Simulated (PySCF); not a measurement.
**C7H8ClFO (SMILES C=C/C(CC)=C(/Cl)C(=O)F): density, localisation and related maps**

```csv
atom,x (Å),y (Å),z (Å)
C,-0.3698,-1.8401,-1.4302
C,-0.9500,-0.8129,-0.8088
C,-0.3454,-0.0325,0.2521
C,0.9366,-0.5125,0.8659
C,2.1345,0.1130,0.1431
C,-0.9030,1.1348,0.6802
Cl,-0.1608,2.0456,1.9600
C,-2.1191,1.7384,0.1509
O,-2.8043,1.4062,-0.7619
F,-2.4792,2.8510,0.8483
H,-0.8872,-2.3670,-2.2133
H,0.6249,-2.1874,-1.2087
H,-1.9390,-0.5118,-1.1170
H,0.9707,-0.2252,1.9169
H,0.9930,-1.5985,0.8076
H,2.1219,-0.1429,-0.9135
H,3.0615,-0.2475,0.5817
H,2.1061,1.1954,0.2350
```

Geometry: GFN2-xTB.

Computed with PBE0/pcSseg-1, SCF density, gas phase, non-relativistic (PySCF 2.14.0).

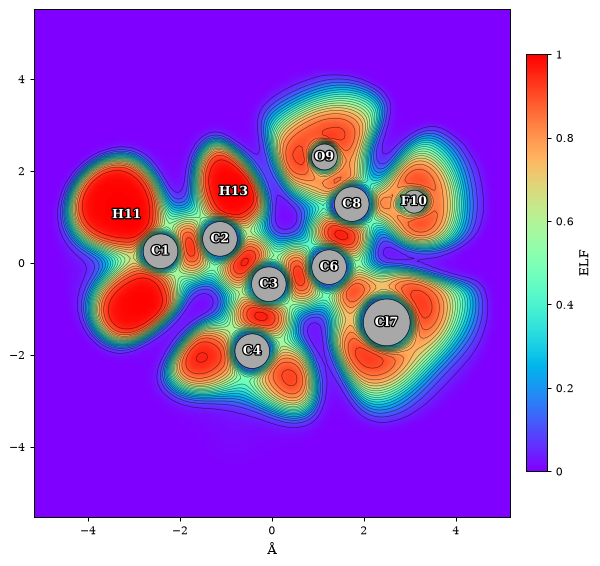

Figure 1. Electron localisation function on the plane of atoms C2, C3 and C4. Grey discs cover the atomic cores.

**Interpret the plot.**

Atoms in the plane: C, Cl, O, F and H. C–O (1.19 Å): the ELF peaks at about 0.85 between the atoms (a multiple bond). C–C (1.33 Å): the ELF peaks at about 0.95 between the atoms: a short, multiple covalent bond. C–F (1.36 Å): the ELF peaks at about 0.80 between the atoms: a shared but strongly polarised pair. C–Cl (1.74 Å): the ELF peaks at about 0.90 between the atoms: a shared electron pair. C–H (1.08 Å): the ELF climbs to about 1 towards the hydrogen, as it does in any bond to H; a covalent bond by its length. The ELF also peaks beside Cl7, F10 and O9, away from the bonds: lone-pair regions.

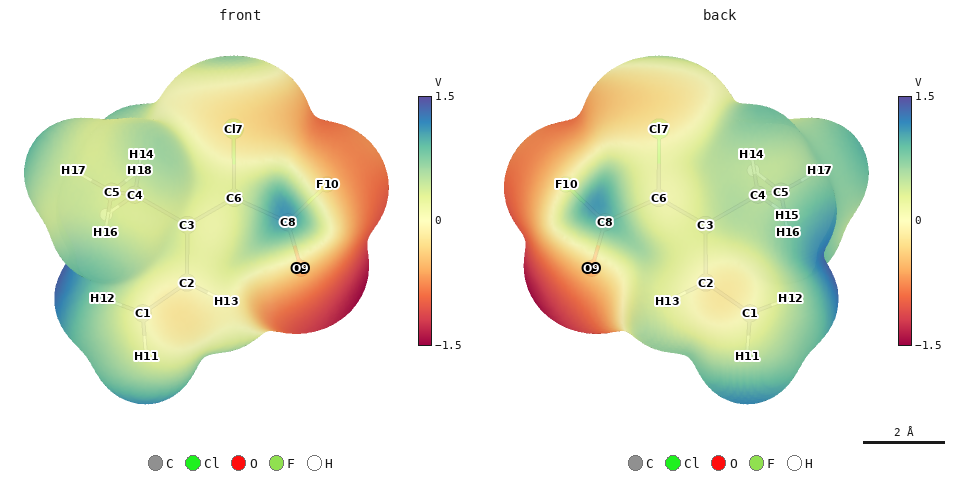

Figure 2. The electrostatic potential painted on the density surface at 0.002 e/bohr³, seen from the front and from behind; the colour scale runs from red (negative) to blue (positive).

**Where is the surface potential most negative and most positive?**

The most negative region (about −1.4 V) lies over O9, the most positive (about +1.3 V) over H12. Cl7 shows a σ-hole: about +0.7 V at the tip opposite its bond, against about −0.1 V on its flanks. O9 is the likeliest acceptor of a hydrogen bond.

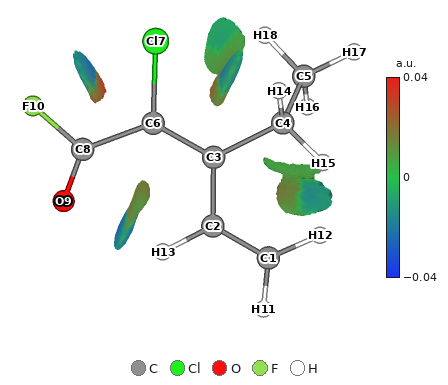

Figure 3. Non-covalent interaction (NCI) plot: the surface where the reduced density gradient is 0.6, for densities under 0.05 a.u., coloured by sign(λ₂)ρ; seen at an oblique angle.

**What holds or crowds the atoms apart from the covalent bonds?**

H13···O9 (2.1 Å): a weak contact, attractive (blue-green) on one side and crowded (olive to red) on the other; Cl7···F10 (2.7 Å): a weak contact, attractive (blue-green) on one side and crowded (olive to red) on the other; between H15 and C4 on one side and C1 and H12 on the other: a weak contact, attractive (blue-green) on one side and crowded (olive to red) on the other; between H14 and C4 on one side and Cl7 and C6 on the other: a weak contact, attractive (blue-green) on one side and crowded (olive to red) on the other.
